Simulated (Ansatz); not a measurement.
# A hypothetical structure for Ca2MnS4

Starting from a made-up structure for Ca2MnS4, the aim is the relaxed cell, its shortest contacts and, where a second run follows, its electronic structure.

Method: DFT, PBEsol, plane-wave PAW, files of the set soft_1, scalar-relativistic, ferromagnetic start, cell and ions relaxed at zero pressure; PAW set soft_1, in the first sound run; inputs show where later runs differ, in Ansatz 0.2.0.

## (1) The starting structure

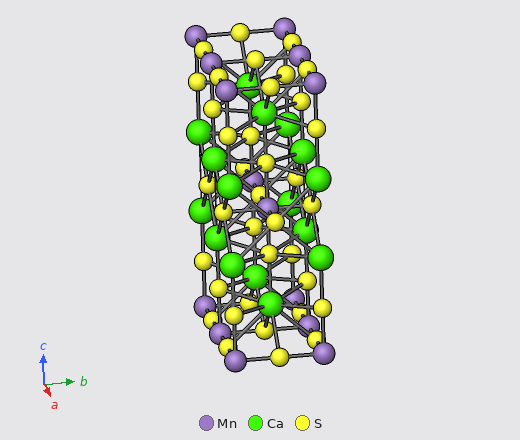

The starting structure, seen slightly off an axis (manganese light purple, calcium green, sulfur yellow). 2×1×1 cells are drawn. This picture shows the conventional cell, with its axes. Some periodic images of atoms are drawn too.

Coordinates:

```cif
data_structure
_symmetry_space_group_name_H-M 'I4/mmm'
_symmetry_Int_Tables_number 139
_cell_length_a 4.5670
_cell_length_b 4.5670
_cell_length_c 14.4680
_cell_angle_alpha 90.000
_cell_angle_beta 90.000
_cell_angle_gamma 90.000
_cell_volume 301.77
loop_
_atom_site_label
_atom_site_type_symbol
_atom_site_symmetry_multiplicity
_atom_site_Wyckoff_symbol
_atom_site_fract_x
_atom_site_fract_y
_atom_site_fract_z
_atom_site_occupancy
Mn1 Mn 2 a 0.00000 0.00000 0.00000 1
Ca1 Ca 4 e 0.50000 0.50000 0.14550 1
S1 S 4 e 0.50000 0.50000 0.33210 1
S2 S 4 c 0.00000 0.50000 0.00000 1
```

## (2) Relaxing cell and atoms

The guess takes its coordinates from another compound and its volume from a rule, so the cell and any free coordinates are relaxed together.

input.yaml

```yaml
crystal:
  lattice:
    - [-2.2835, 2.2835, 7.234]
    - [2.2835, -2.2835, 7.234]
    - [2.2835, 2.2835, -7.234]
  atoms:
    - { symbol: Mn, position: [0.0, 0.0, 0.0], spin: 4.0 }
    - { symbol: Ca, position: [0.6455, 0.6455, 0.0] }
    - { symbol: Ca, position: [0.3545, 0.3545, 0.0] }
    - { symbol: S, position: [0.8321, 0.8321, 0.0] }
    - { symbol: S, position: [0.1679, 0.1679, 0.0] }
    - { symbol: S, position: [0.5, 0.0, 0.5] }
    - { symbol: S, position: [0.0, 0.5, 0.5] }
magnetization:
  spin_polarized: true
kpoints:
  mp_grid: { grid: [8, 8, 8] }
scf:
  occupations: { method: fermi_dirac, width: 0.05 }
hamiltonian:
  xc: pbesol
  pseudopotentials: { kind: paw, azcp: { folder: soft_1 }, xc_functional: pbe }
relax:
  f_tol: 0.015
  max_steps: 70
  cell: {}
output:
  forces: true
  stress: true
```

The run is started by

```bash
$ ansatz run input.yaml --threads 4 --pin off --max-ram 10240MiB --backend cpu --events-out ev --progress --plain --runs-dir out
```

Numbers of over 12 decimals in the logs are rounded to 6 here.

What it wrote:

```text
basis.fft_grid_basis auto: the FFT boxes are laid along the combinations [[1, 0, 1], [0, 1, 1], [0, 0, 1]] of the cell's own vectors, 4.567, 4.567 and 7.922 Å long. The dense box has 32×32×54 points. Along the cell's own vectors, as sized, it would have 54×54×54, 2.85 times as many. Of the 16 symmetry operations that the crystal satisfies within crystal.symmetry.tolerance (time reversal apart; of a slab, those that k [...]
Engine: ansatz 0.2.0, aarch64-unknown-linux-gnu
Pseudopotentials: kind: paw
Pseudopotential: Mn, paw, valence charge 15, recommended cutoff 420 eV (normal), soft_1/Mn.paw.azcp
Pseudopotential: Ca, paw, valence charge 10, recommended cutoff 420 eV (normal), soft_1/Ca.paw.azcp
Pseudopotential: S, paw, valence charge 6, recommended cutoff 420 eV (normal), soft_1/S.paw.azcp
Functional definition: PBEsol
  exchange = pbesol_x
  correlation = pbesol_c
Crystal: 7 atoms, lattice volume = 150.883 Å³
Basis set: ecut = 420 eV, 2961 PW (Γ), FFT grids on a1+a3, a2+a3, a3, exchange–correlation on 64×64×108 points (8 copies of the dense FFT grid, shifted against one another)
Bands: 39, of which v1, the nominal top of the filled ones, is band 30 counted from 1 (29 counted from 0)
Symmetry: 16 space group operations
Space group: I4/mmm (ITA 139), of the structure as read, at distance tolerance 5.3e-5 Å
Magnetic group: BNS 139.531 (UNI 1191), of the structure as read, at distance tolerance 5.3e-5 Å
k-points: 59 of 512
Non-local potential: Mn, projectors of the file, l = 0: 3, l = 1: 2, l = 2: 3, l = 3: 1
Non-local potential: Ca, projectors of the file, l = 0: 3, l = 1: 2, l = 2: 2
Non-local potential: S, projectors of the file, l = 0: 2, l = 1: 2, l = 2: 1
PAW form: soft (Blöchl's): semilocal exchange-correlation on the pseudo side does not see the compensation charge
PAW frozen core: Mn, regenerated for the run's functional, and the local potential with it (the file was generated under x = pbe(κ = 0.804, μ = 0.219515), c = pbe(β = 0.066725))
PAW frozen core: Ca, regenerated for the run's functional, and the local potential with it (the file was generated under x = pbe(κ = 0.804, μ = 0.219515), c = pbe(β = 0.066725))
PAW frozen core: S, regenerated for the run's functional, and the local potential with it (the file was generated under x = pbe(κ = 0.804, μ = 0.219515), c = pbe(β = 0.066725))
PAW one-centre angular grid: Mn, 590 points (default); XC on 64 Gauss nodes
PAW one-centre angular grid: Ca, 110 points (default); XC on 64 Gauss nodes
PAW one-centre angular grid: S, 110 points (default); XC on 64 Gauss nodes
Initial density: superposition of atomic densities (chi_scale 0.1, normalization cell, long waves kept (reshape's long-wave potential 0.08 eV rms))
Starting moments: Σ|m| = 4 μB on 1 of 7 sites
Initial wavefunctions: pseudopotential atomic-orbital guess
Functional: x = pbesol(κ = 0.804, μ = 0.123457), c = pbesol(β = 0.046)
SCF iter   1: F=—  HF=-11004.902876 eV  |F-HF|=—  |Δ(HF+E_count)|=         —  Δρ=2.10e-2 (↑2.07e-2 ↓2.10e-2)  dr2=4.00e0  dr2_m=1.23e-1  M=3.359 μB ∫|m|=3.904 μB  β_m=0.30  ethr=3.10e-3  ⟨swp⟩=10.3  Hψ=25022  notcnv=0  defer=3
Mixer restart at iter 1: flushing history
preconditioner: auto → Kerker (q_TF=auto, 2.333 Å⁻¹)  [metal: Δε(μ)=0.020 eV  Ē_g=7.173 eV  σ=0.050 eV  W_gap=0.10  n_scr=32 (ndim 8)  ℏωp=17.9 eV  f_vac=0.000  D(μ)=2.58/eV (n_scr^D=12)]
spin=Collinear: Kerker preconditioning applied to the charge; magnetization (m = ρ↑ − ρ↓) channel mixes plain (no charge-response kernel on spin).
SCF iter   2: F=—  HF=-11004.558118 eV  |F-HF|=—  |Δ(HF+E_count)|=   3.45e-1  Δρ=1.53e-2 (↑1.42e-2 ↓1.53e-2)  dr2=1.94e0  dr2_m=7.99e-2  M=3.351 μB ∫|m|=3.896 μB  β_m=0.62  ethr=3.10e-3  ⟨swp⟩=2.6  Hψ=6401  notcnv=0  defer=465
SCF iter   3: F=—  HF=-11004.439077 eV  |F-HF|=—  |Δ(HF+E_count)|=   1.19e-1  Δρ=6.64e-3 (↑3.86e-3 ↓6.64e-3)  dr2=1.04e-1  dr2_m=2.31e-2  M=3.316 μB ∫|m|=3.838 μB  β_m=0.81  ethr=3.10e-3  ⟨swp⟩=3.6  Hψ=9358  notcnv=0  defer=465
SCF iter   4: F=—  HF=-11004.487149 eV  |F-HF|=—  |Δ(HF+E_count)|=         —  Δρ=8.81e-3 (↑8.81e-3 ↓2.95e-3)  dr2=4.70e-2  dr2_m=4.31e-2  M=3.250 μB ∫|m|=3.701 μB  β_m=0.81  ethr=1.77e-4  ⟨swp⟩=4.0  Hψ=11391  notcnv=0  defer=333
Mixer restart at iter 4: flushing history
SCF iter   5: F=—  HF=-11004.490458 eV  |F-HF|=—  |Δ(HF+E_count)|=   3.31e-3  Δρ=4.68e-3 (↑4.68e-3 ↓2.83e-3)  dr2=7.79e-2  dr2_m=1.65e-3  M=3.311 μB ∫|m|=3.740 μB  β_m=0.67  ethr=7.97e-5  ⟨swp⟩=3.0  Hψ=9377  notcnv=0  defer=333
SCF iter   6: F=—  HF=-11004.477321 eV  |F-HF|=—  |Δ(HF+E_count)|=   1.31e-2  Δρ=3.18e-3 (↑3.18e-3 ↓6.91e-4)  dr2=9.52e-3  dr2_m=4.21e-3  M=3.275 μB ∫|m|=3.703 μB  β_m=0.73  ethr=7.97e-5  ⟨swp⟩=2.9  Hψ=9635  notcnv=0  defer=333
SCF iter   7: F=—  HF=-11004.476772 eV  |F-HF|=—  |Δ(HF+E_count)|=   5.48e-4  Δρ=9.24e-4 (↑9.24e-4 ↓2.33e-4)  dr2=1.27e-3  dr2_m=3.05e-4  M=3.288 μB ∫|m|=3.708 μB  β_m=0.87  ethr=1.61e-5  ⟨swp⟩=2.1  Hψ=8630  notcnv=0  defer=324
SCF iter   8: F=—  HF=-11004.476856 eV  |F-HF|=—  |Δ(HF+E_count)|=   8.32e-5  Δρ=1.49e-4 (↑1.49e-4 ↓1.06e-4)  dr2=7.03e-5  dr2_m=1.26e-5  M=3.294 μB ∫|m|=3.709 μB  β_m=0.83  ethr=2.14e-6  ⟨swp⟩=2.1  Hψ=8057  notcnv=0  defer=324
SCF iter   9: F=—  HF=-11004.476870 eV  |F-HF|=—  |Δ(HF+E_count)|=   1.42e-5  Δρ=8.03e-5 (↑8.03e-5 ↓6.22e-5)  dr2=3.49e-5  dr2_m=1.75e-7  M=3.296 μB ∫|m|=3.710 μB  β_m=0.91  ethr=1.19e-7  ⟨swp⟩=2.0  Hψ=8079  notcnv=0  defer=324
SCF iter  10: F=—  HF=-11004.476876 eV  |F-HF|=—  |Δ(HF+E_count)|=   6.54e-6  Δρ=3.30e-5 (↑3.30e-5 ↓1.23e-5)  dr2=5.96e-6  dr2_m=1.92e-7  M=3.296 μB ∫|m|=3.709 μB  β_m=0.85  ethr=5.92e-8  ⟨swp⟩=2.0  Hψ=5586  notcnv=0  defer=324
SCF iter  11: F=—  HF=-11004.476876 eV  |F-HF|=—  |Δ(HF+E_count)|=   5.49e-7  Δρ=9.16e-6 (↑5.92e-6 ↓9.16e-6)  dr2=5.23e-7  dr2_m=1.45e-8  M=3.296 μB ∫|m|=3.709 μB  β_m=0.92  ethr=1.01e-8  ⟨swp⟩=2.3  Hψ=6803  notcnv=0  defer=324
SCF iter  12: F=—  HF=-11004.476876 eV  |F-HF|=—  |Δ(HF+E_count)|=   9.43e-8  Δρ=2.03e-6 (↑2.03e-6 ↓1.72e-6)  dr2=8.45e-8  dr2_m=1.05e-9  M=3.296 μB ∫|m|=3.709 μB  β_m=0.96  ethr=8.86e-10  ⟨swp⟩=2.1  Hψ=5913  notcnv=0  defer=324
SCF iter  13: F=-11004.476876 eV  HF=-11004.476876 eV  |F-HF|=4.11e-8  |Δ(HF+E_count)|=   3.01e-9  Δρ=2.72e-6 (↑2.00e-6 ↓2.72e-6)  dr2=4.92e-8  dr2_m=3.15e-10  M=3.296 μB ∫|m|=3.709 μB  ethr=1.43e-10  ⟨swp⟩=3.0  Hψ=15224  notcnv=0
SCF 1 converged in 13 iterations: F = -11004.476876 eV  dr2 = 4.92e-8
  greatest PAW one-centre occupation: 1.000 electrons in one spin orbital (limit 2), on the Mn atom at site 0 (counted from 0), in its partial waves of l = 1
[...]
SCF iter  10: F=-11004.646913 eV  HF=-11004.646913 eV  |F-HF|=7.84e-8  |Δ(HF+E_count)|=   6.77e-9  Δρ=5.29e-6 (↑2.28e-6 ↓5.29e-6)  dr2=1.05e-7  dr2_m=3.90e-9  M=3.247 μB ∫|m|=3.569 μB  ethr=2.55e-10  ⟨swp⟩=2.1  Hψ=15408  notcnv=0
SCF 3 converged in 10 iterations: F = -11004.646913 eV  dr2 = 1.05e-7
relax step   3: F+E_penalty+E_count = -11004.64691265 eV  Δ(F+E_penalty+E_count) = -9.880e-3 eV  max|allowed force component| = 1.418e-1 eV/Å  Δτ_max = 0.0470 Å  P = +0.260 GPa  Ω = 141.109 Å³  energy of the carried Pulay correction = +2.582e-3 eV  (10 SCF iters, dr2 threshold 7.00e-7 eV, accepted)
[...]
relax step   4: F+E_penalty+E_count = -11004.64930942 eV  Δ(F+E_penalty+E_count) = -2.397e-3 eV  max|allowed force component| = 1.343e-2 eV/Å  Δτ_max = 0.0141 Å  P = -0.004 GPa  Ω = 141.427 Å³  energy of the carried Pulay correction = +2.496e-3 eV  (9 SCF iters, dr2 threshold 7.00e-7 eV, accepted)
[...]
relax step   5: F+E_penalty+E_count = -11004.64934692 eV  Δ(F+E_penalty+E_count) = -3.750e-5 eV  max|allowed force component| = 2.335e-3 eV/Å  Δτ_max = 0.0012 Å  P = +0.001 GPa  Ω = 141.442 Å³  energy of the carried Pulay correction = +2.491e-3 eV  (9 SCF iters, dr2 threshold 8.79e-9 eV, accepted)
Initial wavefunctions: pseudopotential atomic-orbital guess (no wavefunctions were taken with the density)
iter 1 solved again at ethr=8.70e-7 eV; its pass at ethr=3.10e-3 eV (dr2=5.13e-4 eV) is discarded
SCF iter   1: F=—  HF=-11004.646905 eV  |F-HF|=—  |Δ(HF+E_count)|=         —  Δρ=5.30e-5 (↑4.42e-5 ↓5.30e-5)  dr2=8.79e-6  dr2_m=5.94e-8  M=3.238 μB ∫|m|=3.573 μB  β_m=0.65  ethr=8.70e-7  ⟨swp⟩=4.0  Hψ=37757  notcnv=0
preconditioner: auto → Kerker (q_TF=auto, 2.225 Å⁻¹)  [metal: Δε(μ)=0.025 eV  Ē_g=12.292 eV  σ=0.050 eV  W_gap=0.12  n_scr=32 (ndim 8)  ℏωp=21.4 eV  f_vac=0.001  D(μ)=2.27/eV (n_scr^D=10)]
spin=Collinear: Kerker preconditioning applied to the charge; magnetization (m = ρ↑ − ρ↓) channel mixes plain (no charge-response kernel on spin).
SCF iter   2: F=—  HF=-11004.646904 eV  |F-HF|=—  |Δ(HF+E_count)|=   1.40e-6  Δρ=2.00e-5 (↑2.00e-5 ↓1.99e-5)  dr2=6.09e-7  dr2_m=1.71e-7  M=3.238 μB ∫|m|=3.573 μB  β_m=0.56  ethr=1.49e-8  ⟨swp⟩=2.1  Hψ=6721  notcnv=0
SCF iter   3: F=—  HF=-11004.646905 eV  |F-HF|=—  |Δ(HF+E_count)|=   9.78e-7  Δρ=6.09e-6 (↑5.45e-6 ↓6.09e-6)  dr2=6.47e-8  dr2_m=2.17e-9  M=3.238 μB ∫|m|=3.573 μB  β_m=0.57  ethr=1.03e-9  ⟨swp⟩=2.0  Hψ=8056  notcnv=0
SCF iter   4: F=—  HF=-11004.646905 eV  |F-HF|=—  |Δ(HF+E_count)|=   6.66e-7  Δρ=7.06e-6 (↑4.88e-6 ↓7.06e-6)  dr2=1.81e-7  dr2_m=2.74e-9  M=3.238 μB ∫|m|=3.573 μB  β_m=0.79  ethr=1.10e-10  ⟨swp⟩=2.0  Hψ=5863  notcnv=0  recentre
SCF iter   5: F=—  HF=-11004.646906 eV  |F-HF|=—  |Δ(HF+E_count)|=   8.68e-7  Δρ=6.66e-6 (↑2.18e-6 ↓6.66e-6)  dr2=1.37e-7  dr2_m=1.55e-8  M=3.238 μB ∫|m|=3.573 μB  β_m=0.89  ethr=1.10e-10  ⟨swp⟩=2.6  Hψ=8498  notcnv=0
SCF iter   6: F=—  HF=-11004.646906 eV  |F-HF|=—  |Δ(HF+E_count)|=   2.89e-7  Δρ=4.33e-6 (↑2.12e-6 ↓4.33e-6)  dr2=8.87e-8  dr2_m=2.19e-9  M=3.238 μB ∫|m|=3.573 μB  β_m=0.83  ethr=1.10e-10  ⟨swp⟩=2.4  Hψ=7716  notcnv=0
SCF iter   7: F=—  HF=-11004.646906 eV  |F-HF|=—  |Δ(HF+E_count)|=   7.93e-8  Δρ=1.73e-6 (↑1.47e-6 ↓1.73e-6)  dr2=1.97e-8  dr2_m=7.99e-11  M=3.238 μB ∫|m|=3.573 μB  β_m=0.91  ethr=1.10e-10  ⟨swp⟩=2.1  Hψ=6652  notcnv=0
SCF iter   8: F=—  HF=-11004.646906 eV  |F-HF|=—  |Δ(HF+E_count)|=   1.47e-8  Δρ=4.96e-7 (↑4.59e-7 ↓4.96e-7)  dr2=1.66e-9  dr2_m=7.39e-12  M=3.238 μB ∫|m|=3.573 μB  β_m=0.96  ethr=3.34e-11  ⟨swp⟩=2.1  Hψ=6852  notcnv=0
SCF iter   9: F=—  HF=-11004.646906 eV  |F-HF|=—  |Δ(HF+E_count)|=   6.38e-9  Δρ=5.84e-8 (↑5.84e-8 ↓4.43e-8)  dr2=4.73e-11  dr2_m=1.97e-13  M=3.238 μB ∫|m|=3.573 μB  β_m=0.98  ethr=2.81e-12  ⟨swp⟩=2.5  Hψ=8414  notcnv=0
SCF iter  10: F=—  HF=-11004.646906 eV  |F-HF|=—  |Δ(HF+E_count)|=  1.64e-11  Δρ=4.77e-8 (↑3.25e-8 ↓4.77e-8)  dr2=1.40e-11  dr2_m=1.26e-13  M=3.238 μB ∫|m|=3.573 μB  β_m=0.99  ethr=1.00e-12  ⟨swp⟩=1.1  Hψ=4622  notcnv=0
SCF iter  11: F=-11004.646906 eV  HF=-11004.646906 eV  |F-HF|=0.00e0  |Δ(HF+E_count)|=  1.27e-11  Δρ=2.00e-8 (↑1.20e-8 ↓2.00e-8)  dr2=2.03e-12  dr2_m=3.29e-14  M=3.238 μB ∫|m|=3.573 μB  ethr=1.00e-12  ⟨swp⟩=3.9  Hψ=15340  notcnv=0
SCF 6 converged in 11 iterations: F = -11004.646906 eV  dr2 = 2.03e-12
relax step   6: F+E_penalty+E_count = -11004.64690647 eV  Δ(F+E_penalty+E_count) = +2.440e-3 eV  max|allowed force component| = 2.147e-3 eV/Å  Δτ_max = 0.0000 Å  P = +0.000 GPa  Ω = 141.442 Å³  stress off target by 3.57e-2 GPa  SCF on the basis re-selected at this cell (its energy is not comparable with the rows above)  (11 SCF iters)
basis re-selected at this cell: Δ(F+E_penalty+E_count) = +2.440e-3 eV, ΔP = -0.001 GPa vs the last step (what re-selecting the basis moved, of the pressure what is left beyond the Pulay correction that the steps carried, after the strain that the cell walked since its last selection, with what the two solves' SCF thresholds leave and, on support functions, any second-order correction that the steps lacked; it is no m [...]
SCF converged after 11 iterations
Magnetization: 3.2381 μB (31.1191 up, 27.8809 down)
Absolute magnetization: 3.5694 μB (∫|ρ↑−ρ↓|, with the PAW one-centre terms)
Spin contamination: 0.1680 ħ² per cell (⟨S²⟩ above its minimum at these occupations)
Per-site moments (μB) at R_I (Å): [(2.719715, 0.926240), (0.011328, 1.119738), (0.011328, 1.119738), (0.00667487, 0.967776), (0.00667487, 0.967776), (0.040136, 0.926240), (0.040136, 0.926240)]
Free energy (F): -11004.646906 eV
Harris-Foulkes:  -11004.646906 eV  (|F-HF|=0.00e0)
Internal energy: -11004.627001 eV  (E = F + TS)
E sigma→0 (E₀):  -11004.636954 eV
Entropy (-TS):   -0.019906 eV (-2.844 meV/atom)
Fermi energy:    7.516127 eV
--- Per-component energies (eV) ---
  E_band       = -584.685889
  E_kinetic    = 1251.908934
  E_local      = -5357.404960  (includes V_loc(G=0)·N_el)
  E_nonlocal   = 778.272903
  E_hartree    = 2031.000447
  E_xc         = -716.579225
  E_vxc        = -789.341993  (∫ρ·V_xc dr)
  E_paw        = -5352.880058  (= ΣΔE_a)
  E_vpaw       = -530.121834  (= ΣTr[D̂ρ^β])
  E_aug_tail   = 0.000086  (compensation charges beyond the density's cutoff)
  E_ewald      = -3639.600164
  E_core_change = 0.655037  (= ΣΔE_core)
  E_smearing   = -0.019906  (= −TS)
  E_closure    = -0.000000  (closes the sum)
  Σ components = -11004.646906   (vs F -11004.646906, Δ=0.00e0)
--- Forces (eV/Å), atoms counted from 1 ---
  atom   1  Mn    -0.00000000    -0.00000000    -0.00000000
  atom   2  Ca     0.00000000    -0.00000000    -0.00214695
  atom   3  Ca     0.00000000    -0.00000000     0.00214695
  atom   4  S      0.00000000    -0.00000000     0.00142499
  atom   5  S     -0.00000000    -0.00000000    -0.00142499
  atom   6  S      0.00000000     0.00000000     0.00000000
  atom   7  S     -0.00000000     0.00000000     0.00000000
  max |Σ_I F_I| component: 7.70e-18 eV/Å
--- Stress (GPa, compression-positive) ---
        0.017964       0.000000       0.000000
        0.000000       0.017964       0.000000
        0.000000       0.000000      -0.035702
  P = ⅓ Tr σ = 0.0001 GPa (0.001 kbar)
--- Relaxed structure (5 steps of the walk, 5 accepted, 1 SCFs on fresh bases) ---
  F+E_penalty+E_count = -11004.64690647 eV   max|allowed force component| = 2.147e-3 eV/Å   (the final SCF, on the basis selected at the relaxed cell)
  cell:  # Å, volume = 141.4423 Å³
    - [-2.245431, 2.245431, 7.013259]
    - [2.245431, -2.245431, 7.013259]
    - [2.245431, 2.245431, -7.013259]
  atoms:
    - { symbol: Mn, position: [-4.796028410220644e-19, -4.796028410220643e-19, 0] }
    - { symbol: Ca, position: [0.639209, 0.639209, 0] }
    - { symbol: Ca, position: [0.360791, 0.360791, 0] }
    - { symbol: S, position: [0.832737, 0.832737, 0] }
    - { symbol: S, position: [0.167263, 0.167263, 0] }
    - { symbol: S, position: [0.5, -4.796028410220642e-19, 0.5] }
    - { symbol: S, position: [-4.796028410220644e-19, 0.5, 0.5] }
```

Elapsed: 72 s, on 4 threads of Arm Neoverse V1, shared host; peak memory 0.86 GiB; 4.6 min of CPU time.

The steps of the relaxation:

```tsv
step	energy less that of the first step (eV)	largest force component (eV/Å)	pressure (GPa)	volume (Å³)
1	0.0000	0.4213	-4.11	150.88
2	-0.1602	0.3350	-0.17	141.34
3	-0.1700	0.1418	0.26	141.11
4	-0.1724	0.0134	0.00	141.43
5	-0.1725	0.0023	0.00	141.44
6*	-0.1700	0.0021	0.00	141.44
```

Relaxation steps marked * repeat the geometry before them on a plane-wave basis chosen anew for their cell, so energy and pressure can jump there.

The run keeps the 16 symmetry operations that it works with, so distortions that break them were not tested.

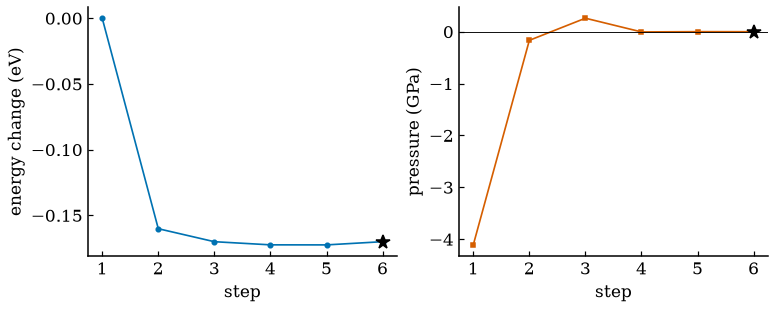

Energy and pressure along the relaxation. Stars mark steps on a basis chosen anew.

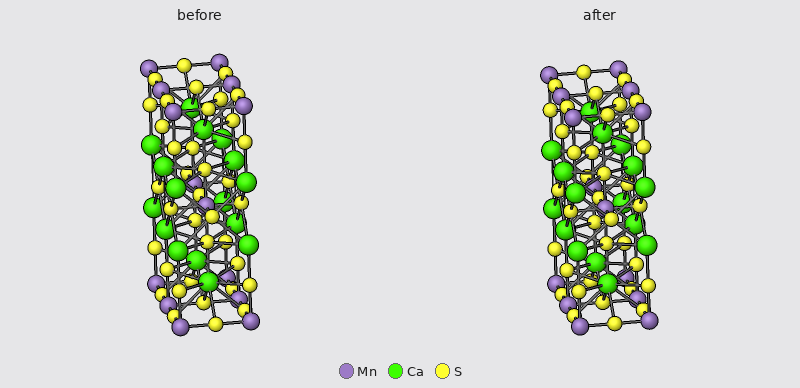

Before and after, at one scale.

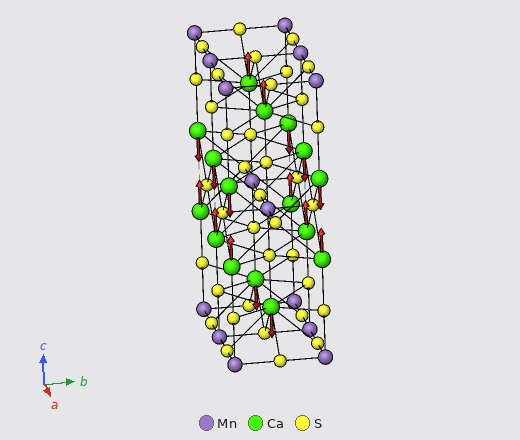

Displacements in the relaxation, exaggerated, measured against the changing cell; the longest in the cell stands for 0.09 Å. 2×1×1 conventional cells are drawn. Some periodic images of atoms are drawn too.

```tsv
conventional cell, symmetrised	before	after	change
a (Å)	4.567	4.491	-1.7 %
b (Å)	4.567	4.491	-1.7 %
c (Å)	14.468	14.027	-3.1 %
volume (Å³/atom)	21.55	20.21	-6.3 %
```

The atoms that moved most (Å, as changes of fractional coordinates times the final cell):

```tsv
atom	dx	dy	dz	length
Ca3	0.000	0.000	0.088	0.088
Ca2	0.000	0.000	-0.088	0.088
S5	0.000	0.000	-0.009	0.009
S4	0.000	0.000	0.009	0.009
```

Final coordinates:

```cif
data_structure
_symmetry_space_group_name_H-M 'P 1'
_symmetry_Int_Tables_number 1
_cell_length_a 7.6987
_cell_length_b 7.6987
_cell_length_c 7.6987
_cell_angle_alpha 146.085
_cell_angle_beta 146.085
_cell_angle_gamma 48.721
_cell_volume 141.44
loop_
_atom_site_label
_atom_site_type_symbol
_atom_site_fract_x
_atom_site_fract_y
_atom_site_fract_z
_atom_site_occupancy
Mn1 Mn 0.00000 0.00000 0.00000 1
Ca2 Ca 0.63921 0.63921 0.00000 1
Ca3 Ca 0.36079 0.36079 0.00000 1
S4 S 0.83274 0.83274 0.00000 1
S5 S 0.16726 0.16726 0.00000 1
S6 S 0.50000 0.00000 0.50000 1
S7 S 0.00000 0.50000 0.50000 1
```

Numbers from this step:

| Property | Result |
| --- | --- |
| free energy | -11004.6469 eV |
| energy at zero smearing | -11004.6370 eV |
| smearing term TS | 0.01991 eV |
| Fermi energy | 7.516 eV |
| magnetization | 3.238 μB |
| absolute magnetization | 3.569 μB |
| site moments | 2.720, 0.01133, 0.01133, 0.006675, 0.006675, 0.04014, 0.04014 μB |
| electrons | 59 |
| symmetry operations | 16 |
| pressure | 7.51e-5 GPa |

(Continued in part 2 of 2.)

[Logs are printed without paths, hosts, clocks, repeated set-up lines and the standing remarks that a program may print on its own settings, such as how far it seeks lower states.]

[Hosts, paths, dates, database ids (printed as entryN), source tags and the programs' standing remarks are cut or masked in the printed files.]
